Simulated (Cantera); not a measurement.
Input: 1 mol Si, 0.22 mol CO, 6.7 mol H2, held at 1730 Torr.

Method: chemical equilibrium by Gibbs-energy minimisation in Cantera with the NASA 1993 tables (ideal gas, pure condensed phases). Candidate condensed phases: C, C6H6, C7H8, C8H18, H2O, Si, SiC, SiO2; 123 gas species. Each liquid is taken as pure. Mutual solubility and eutectic melting of coexisting phases are not modelled. The tables hold silica as quartz up to 1696 K and as liquid above; real silica turns to tridymite and cristobalite and melts near 1996 K. Gases not in the tables: Si2H6 and higher silanes. Equilibrium is a limit: real reactors are often held back by kinetics, nucleation or transport.

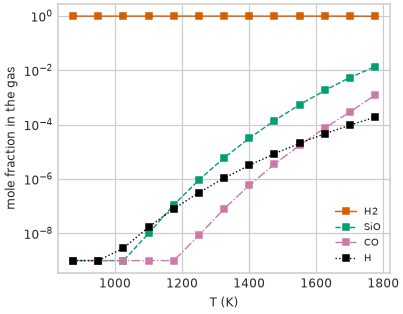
Fig. 1. Equilibrium gas composition (values under 1e-9 drawn at 1e-9)

From 875 K to 1625 K the condensed part is Si(s) + SiC(s) + SiO2(β-quartz). From 1700 K to 1775 K the condensed part is Si(l) + SiC(s) + SiO2(condensed). The main Si-bearing gas is SiH4 at 875 K and SiO at 1775 K.
